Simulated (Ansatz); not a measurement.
# ClGeH4N: rigid scan of one bond length from a Python script

A script is to give a rigid scan of one bond length; the system is ClGeH4N. SMILES: [NH2][GeH2][Cl].

Computed with Ansatz 0.2.0 through its Python package. Level of theory: MP2/def2-SVP.

## (1) The structure

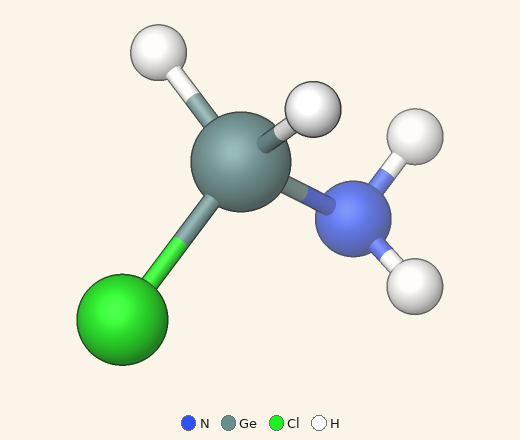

The structure that the script starts from, seen from a chosen angle (nitrogen blue, germanium teal, chlorine green, hydrogen white).

The script holds or builds the structure itself.

## (2) The code

clgeh4n.py reads:

```python
"""Stretching a bond of ClGeH4N, the rest held rigid."""

import ansatz as az
import matplotlib.pyplot as plt
import numpy as np

geometry_ang = [
    ("N", (-1.0734, 0.1619, -0.486)),
    ("Ge", (0.4665, -0.0827, 0.4278)),
    ("Cl", (0.6376, -2.1858, 0.8693)),
    ("H", (-1.0746, 1.2329, -0.7442)),
    ("H", (-1.0411, -0.3231, -1.4161)),
    ("H", (0.4537, 0.7505, 1.7459)),
    ("H", (1.6925, 0.3783, -0.4424)),
]
mol = az.Crystal.molecule()
for symbol, xyz in geometry_ang:
    mol = mol.atom(symbol, xyz)

symbols = [site.symbol for site in mol.cartesian_sites]
start = np.array([site.position_ang for site in mol.cartesian_sites])
axis = (start[2] - start[1]) / np.linalg.norm(start[2] - start[1])
moving = [2]
lengths, energies = [1.897, 1.983, 2.07, 2.156, 2.242, 2.328, 2.414, 2.544], []
for length in lengths:
    xyz = start.copy()
    xyz[moving] += (length - np.linalg.norm(start[2] - start[1])) * axis
    point = az.Crystal.molecule()
    for symbol, place in zip(symbols, xyz):
        point = point.atom(symbol, place.tolist())
    setup = (
        point.calculation()
        .basis(gaussian="def2-SVP")
        .correlation("mp2")
        .scf(lower_state_search="standard")
    )
    r = setup.run(threads=1).report
    energies.append(r["free_energy_ev"])
    print(f"r = {length:6.3f} A  E = {energies[-1]:.5f} eV  <S^2> = {abs(r['mean_field']['state']['spin_squared']):.3f}")

# quartic fit about the minimum
fit = np.polynomial.Polynomial.fit(lengths, np.array(energies) - min(energies), 4).convert()
roots = [r.real for r in fit.deriv().roots() if abs(r.imag) < 1e-9 and fit.deriv(2)(r.real) > 0]
r_e = min(roots, key=lambda r: abs(r - lengths[int(np.argmin(energies))]))
print(f"minimum of the fit at {r_e:.4f} A, force constant {fit.deriv(2)(r_e):.2f} eV/A^2")
plt.figure(figsize=(4.5, 3))
plt.plot(lengths, np.array(energies) - min(energies), "o-")
plt.xlabel("bond length (A)")
plt.ylabel("E - E(min) (eV)")
plt.tight_layout()
plt.savefig("scan.png", dpi=100)
```

## (3) The input behind the calls

The package turns the script's settings into the engine's input (first run):

```yaml
crystal:
  periodic: [false, false, false]
  atoms:
    - { symbol: "N", position_ang: [-1.0734, 0.1619, -0.486] }
    - { symbol: Ge, position_ang: [0.4665, -0.0827, 0.4278] }
    - { symbol: Cl, position_ang: [0.6170637399068463, -1.9333756364587287, 0.816309007415971] }
    - { symbol: H, position_ang: [-1.0746, 1.2329, -0.7442] }
    - { symbol: H, position_ang: [-1.0411, -0.3231, -1.4161] }
    - { symbol: H, position_ang: [0.4537, 0.7505, 1.7459] }
    - { symbol: H, position_ang: [1.6925, 0.3783, -0.4424] }
basis:
  gaussian:
    orbitals: def2-SVP
correlation:
  method: mp2
scf:
  lower_state_search: standard
```

## (4) The run

The run is started by

```sh
$ python clgeh4n.py
```

What it wrote:

```text
r =  1.897 A  E = -70524.91986 eV  <S^2> = 0.000
r =  1.983 A  E = -70525.43818 eV  <S^2> = 0.000
r =  2.070 A  E = -70525.69051 eV  <S^2> = 0.000
r =  2.156 A  E = -70525.75089 eV  <S^2> = 0.000
r =  2.242 A  E = -70525.68048 eV  <S^2> = 0.000
r =  2.328 A  E = -70525.52060 eV  <S^2> = 0.000
r =  2.414 A  E = -70525.30134 eV  <S^2> = 0.000
r =  2.544 A  E = -70524.90416 eV  <S^2> = 0.000
minimum of the fit at 2.1467 A, force constant 18.54 eV/A^2
```

Run time: 17 s. Hardware: 1 thread of Arm Neoverse N1, shared host; peak memory 0.25 GiB.

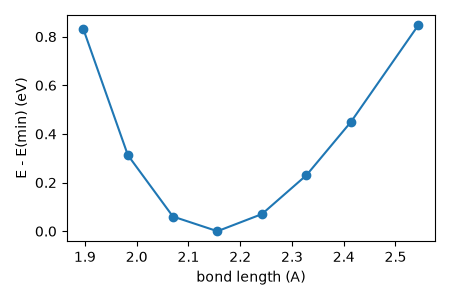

scan.png, as the script drew it.

## (5) Inputs of later runs

The engine's inputs for some of the other runs:

Run 4, against run 1:

```diff
@@ -6 +6 @@
-    - { symbol: Cl, position_ang: [0.6170637399068463, -1.9333756364587287, 0.816309007415971] }
+    - { symbol: Cl, position_ang: [0.6376204128830577, -2.186050907857153, 0.8693526726351257] }
```

Run 6, against run 1:

```diff
@@ -6 +6 @@
-    - { symbol: Cl, position_ang: [0.6170637399068463, -1.9333756364587287, 0.816309007415971] }
+    - { symbol: Cl, position_ang: [0.6512719486047117, -2.3538507019904693, 0.9045785815837536] }
```

Run 8, against run 1:

```diff
@@ -6 +6 @@
-    - { symbol: Cl, position_ang: [0.6170637399068463, -1.9333756364587287, 0.816309007415971] }
+    - { symbol: Cl, position_ang: [0.6684157376505097, -2.5645760248555645, 0.9488157695657513] }
```

## (6) What each run gave

One row for each of the 8 runs:

```
run  distance (Å)  energy from run 4 (eV)  iterations in all  CPU time (s)
  1          1.90                  0.8310                 11             2
  2          1.98                  0.3127                 11           1.9
  3          2.07                  0.0604                 11           1.9
  4          2.16                  0.0000                 11           1.9
  5          2.24                  0.0704                 11           1.9
  6          2.33                  0.2303                 11           1.9
  7          2.41                  0.4495                 11           1.9
  8          2.54                  0.8467                 13             2
```

## (7) Summary of results

| quantity | value |
| --- | --- |
| bond length at the fit's minimum | 2.1467 Å |
| runs compared | 8 |
| range of energy | 0.847 eV |
| lowest point, distance (Å) | 2.16 |

What this shows: The lowest point, at 2.16, lies inside the range. The ends stand 0.831 and 0.847 eV above it. The distance scanned is the script's pair 1, 2. Notes:
- The rest of the molecule is held rigid at a force-field or estimated start geometry, and the basis set is modest; single-reference methods fail as a bond breaks.
- The orbitals are restricted, so S² is zero by construction.
